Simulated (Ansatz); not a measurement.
# SiBr2H2 (SiH2Br2): structure and electronic state

Aim: characterise SiBr2H2 (SiH2Br2) as a singlet: its structure, frontier levels and distribution of charge.

Program: Ansatz 0.2.0, Gaussian basis. Level of theory: RKS PBE0-D4/def2-TZVP. These are calculated values, not measurements.

Plan: relaxation at PBE-D4/def2-TZVP; a search for the lowest solution at PBE0-D4/def2-SVP; a single point at PBE0-D4/def2-TZVP.

### Step 1. Where the work starts

5 atoms, charge 0, spin multiplicity 1.

Atoms are counted from 1 here; the program's logs count them from 0.

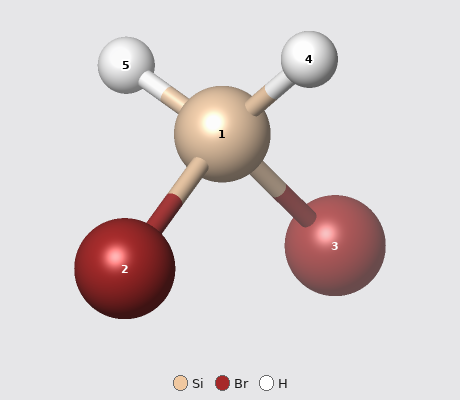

As it starts; silicon light orange, bromine red, hydrogen white; atoms are numbered from 1 in the order of the file.

The start is a GFN2-xTB geometry.

### Step 2. Relaxation at PBE-D4/def2-TZVP

Contents of in.yaml:

```yaml
crystal:
  periodic: [false, false, false]
  atoms:
    - {symbol: Si, position_ang: [-0.177130, 0.000460, -0.124220]}
    - {symbol: Br, position_ang: [-0.138430, -0.021530, 2.084080]}
    - {symbol: Br, position_ang: [1.911640, 0.015030, -0.842380]}
    - {symbol: H, position_ang: [-0.801850, 1.234750, -0.546180]}
    - {symbol: H, position_ang: [-0.794230, -1.228710, -0.571300]}
basis:
  gaussian: {orbitals: def2-TZVP}
hamiltonian: {xc: pbe, dispersion: d4}
scf: {lower_state_search: "off"}
output: {orbitals: {seedname: orbitals}}
relax: {f_tol: 0.02, max_steps: 100}
```

On the command line:

```console
> ansatz run in.yaml --threads 4 --pin off --events-out ev --progress --plain --max-ram 3916MiB
```

After this run come: Searching for the lowest solution, PBE0-D4/def2-SVP; Single point, PBE0-D4/def2-TZVP.

Before running them: what should the planned runs give, taken together? Wanted: point group; commonest bond, hydrogen aside; HOMO, LUMO at PBE0-D4/def2-TZVP; dipole at PBE-D4/def2-TZVP.

**Answer**, as computed:

```
                       quantity                            value
                    point group                              C2v
 commonest bond, hydrogen aside  Br–Si, 2 of mean length 2.224 Å
HOMO, LUMO at PBE0-D4/def2-TZVP                  -8.62, -0.75 eV
     dipole at PBE-D4/def2-TZVP                           1.01 D
```

**Reading.** The molecule keeps its bonding pattern by the stored test; the atoms moved 0.04 Å (rms). No usable vibrations, so a minimum isn't proven. The HOMO lies nearest to Br2, Br3 about 38 % each; H4, H5 about 11 % each and the LUMO to Si1 32 %; Br2, Br3 about 24 % each.
